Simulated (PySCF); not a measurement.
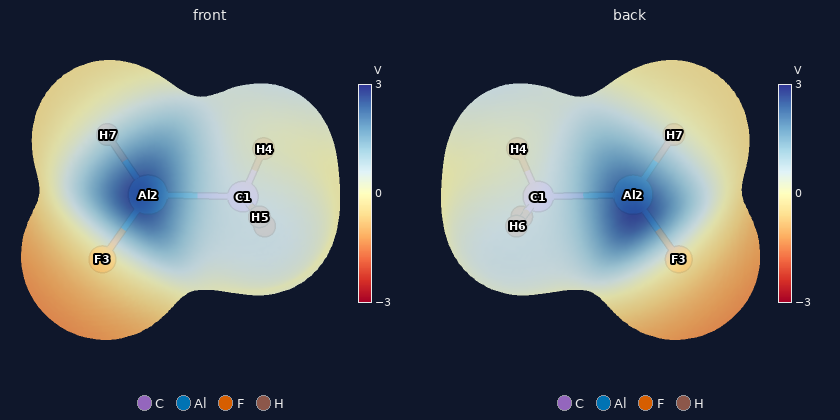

*CH4AlF (SMILES [CH3][AlH][F]). The molecular electrostatic potential painted on the density surface at 0.001 e/bohr³, seen from the front and from behind; red is negative and blue positive.*

Geometry: GFN2-xTB.

The calculation used PBE0/pcSseg-1, SCF density, gas phase, non-relativistic in PySCF.

```xyz
7

C    -0.9241   -0.0512    0.0910
Al    1.0432    0.1021   -0.1050
F     2.0375   -1.1838   -0.3920
H    -1.3910    0.9188    0.2759
H    -1.3968   -0.4731   -0.8028
H    -1.2064   -0.7086    0.9207
H     1.8410    1.4008   -0.0148
```

Which sites attract a positive test charge, and which a negative one?

A positive charge is drawn to the negative regions and a negative charge to the positive ones. The most negative region (about −1.4 V) lies over F3, the most positive (about +2.7 V) over Al2.

How polar is the molecule by this calculation?

Its dipole moment is 1.91 D.
